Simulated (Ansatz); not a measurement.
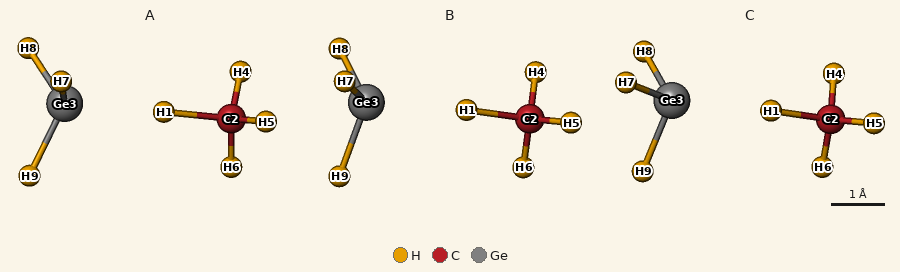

3 geometries from one constrained relaxation of CH₇Ge (multiplicity 2), in shuffled order. Style: ball-and-stick. Shown at a tilt.

The reaction that was planned forms H1–Ge3 and breaks H1–C2 (atoms numbered from 1 in input order).

These are results of UKS PBE0-D4/def2-SVP (Ansatz 0.2.0), not measurements. Settings: held fixed: the distance between atoms 1 (H) and 3 (Ge), the distance between atoms 1 (H) and 2 (C), counting from 1; force threshold 0.04 eV/Å; at most 150 steps.

Question: Order the frames from highest to lowest energy.

Answer: C, B, A. They are steps 0, 3, 6, at +4.08 kcal/mol, +0.38 kcal/mol relative to the last. Over 6 geometry steps the energy falls by 4.08 kcal/mol. Largest force component: 0.65 eV/Å at the start, 0.0073 eV/Å at the end. H7 moves most after the best rigid fit: 0.67 Å. Largest moves by element: H 0.67 Å, Ge 0.26 Å, C 0.05 Å. Among the contacts that change: C2–H4 1.078 → 1.096 Å, Ge3–H8 1.528 → 1.542 Å, Ge3–H7 1.537 → 1.543 Å. Among the angles between lasting bonds that change: H8–Ge3–H9 101.9° → 110.0°, H7–Ge3–H8 103.1° → 110.2°.
